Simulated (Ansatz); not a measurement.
# YOF: pressure series

Start from YOF (space group R-3m, No. 166; a = 3.774 Å, c = 18.818 Å (hexagonal axes)).

Cell and atoms are relaxed at each pressure.

All numbers come from PBEsol in Ansatz (plane waves to 420 eV, PAW, without spin-orbit coupling).

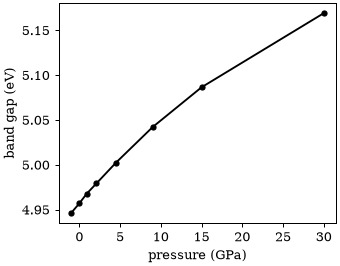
Figure: Band gap against pressure

Q: From the plot, what is the band gap for pressure 15 GPa?

A: About 5.09 eV.

Q: Is the trend monotonic over the range shown?

A: Yes, it rises throughout, spanning 4.95 eV to 5.17 eV.

Load acts through the strain it causes; cell and atoms are relaxed under it. Stability against distortions was not tested. No other phases were tried under pressure.

Ansatz is an electronic-structure program.
